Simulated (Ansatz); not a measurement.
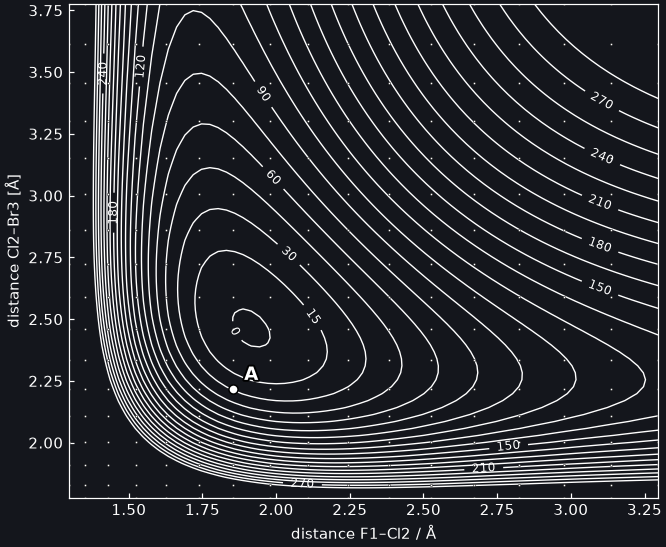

The system F⁻ + ClBr. Coordinates scanned: (1) distance F1–Cl2; (2) distance Cl2–Br3. Nothing is relaxed (the angle F1–Cl2–Br3 is fixed at 180 degrees). The grid has 17 × 17 points. Points are written as (first, second). Energies are in kJ/mol, from the lowest grid point. The reference is spin-restricted, so regions where a bond is pulled apart into radicals lie too high. Theory: Ansatz, RKS PBE0-D4/def2-SVPD.

The picture shows contour lines labelled in kJ/mol (none above 285), dots at the grid points, the point A. Between grid points the surface is interpolated.

### Is A at rest? If not, where is it pushed?

A, at (1.855 Å, 2.217 Å), is not a stationary point. The computed force is 140 kJ/mol for each Å towards larger values of distance F1–Cl2 and 250 kJ/mol for each Å towards larger values of distance Cl2–Br3.
